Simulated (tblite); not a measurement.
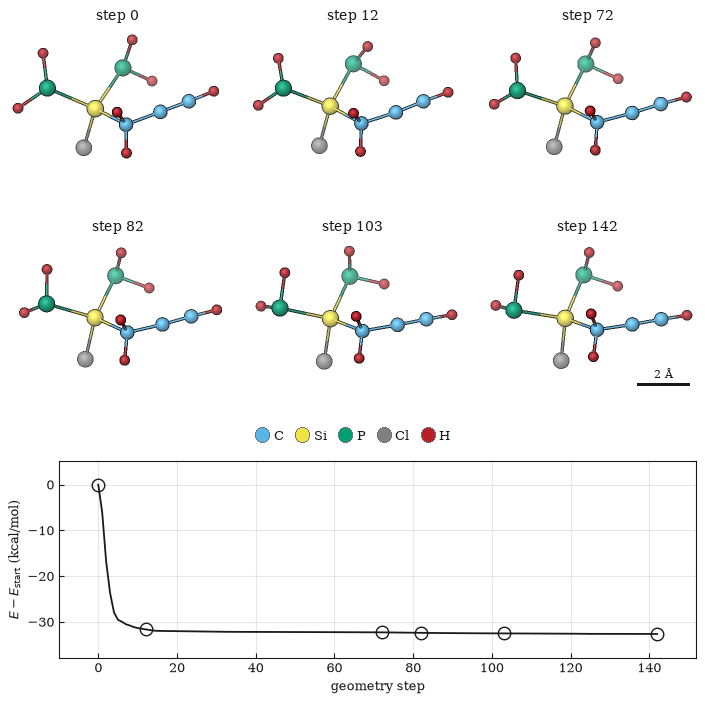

Frames of a relaxation of C₃H₇ClP₂Si, marked on the history of the run. A ball-and-stick model, seen at a tilt.

All numbers below come from GFN2-xTB geometry optimisation, gas phase in tblite. 

Q: What happens along the run?

A: Over 142 geometry steps the energy falls by 32.6 kcal/mol. The atom that moves furthest after the best rigid fit is an H atom (0.96 Å). Largest moves by element: H 0.96 Å, P 0.50 Å, Cl 0.31 Å, C 0.29 Å, Si 0.10 Å. Near-neighbour distances that change, for instance: P–Si 2.204 → 2.271 Å, H–P 1.449 → 1.383 Å, Cl–Si 2.105 → 2.043 Å, C–Si 1.881 → 1.939 Å. Among the angles between lasting bonds that change: H–P–H 112.0° → 92.5°, Si–P–H 111.9° → 93.3°, Si–P–H 110.9° → 93.7°. The run took 2.2 s on 1 thread of Arm Neoverse N1, with other jobs on the host. From step 0 to 12: a P atom moves most (0.34 Å), energy −31.6 kcal/mol. From step 12 to 72: an H atom moves most (0.34 Å), energy −0.65 kcal/mol. From step 72 to 82: an H atom moves most (0.18 Å), energy −0.10 kcal/mol. From step 82 to 103: an H atom moves most (0.37 Å), energy −0.14 kcal/mol. From step 103 to 142: an H atom moves most (0.23 Å), energy −0.11 kcal/mol.

```json
{"step": "0", "E − E(0), kcal/mol": "0.00"}
{"step": "1", "E − E(0), kcal/mol": "-6.12"}
{"step": "2", "E − E(0), kcal/mol": "-16.83"}
{"step": "3", "E − E(0), kcal/mol": "-23.69"}
{"step": "4", "E − E(0), kcal/mol": "-27.95"}
{"step": "5", "E − E(0), kcal/mol": "-29.53"}
{"step": "6", "E − E(0), kcal/mol": "-29.96"}
{"step": "7", "E − E(0), kcal/mol": "-30.51"}
{"step": "8", "E − E(0), kcal/mol": "-30.77"}
{"step": "9", "E − E(0), kcal/mol": "-31.12"}
{"step": "10", "E − E(0), kcal/mol": "-31.33"}
{"step": "17", "E − E(0), kcal/mol": "-31.98"}
{"step": "24", "E − E(0), kcal/mol": "-32.08"}
{"step": "31", "E − E(0), kcal/mol": "-32.15"}
{"step": "38", "E − E(0), kcal/mol": "-32.18"}
{"step": "45", "E − E(0), kcal/mol": "-32.20"}
{"step": "52", "E − E(0), kcal/mol": "-32.22"}
{"step": "59", "E − E(0), kcal/mol": "-32.24"}
{"step": "66", "E − E(0), kcal/mol": "-32.25"}
{"step": "73", "E − E(0), kcal/mol": "-32.29"}
{"step": "79", "E − E(0), kcal/mol": "-32.34"}
{"step": "86", "E − E(0), kcal/mol": "-32.42"}
{"step": "93", "E − E(0), kcal/mol": "-32.47"}
{"step": "100", "E − E(0), kcal/mol": "-32.50"}
{"step": "107", "E − E(0), kcal/mol": "-32.53"}
{"step": "114", "E − E(0), kcal/mol": "-32.55"}
{"step": "121", "E − E(0), kcal/mol": "-32.58"}
{"step": "128", "E − E(0), kcal/mol": "-32.62"}
{"step": "135", "E − E(0), kcal/mol": "-32.62"}
{"step": "142", "E − E(0), kcal/mol": "-32.63"}
```
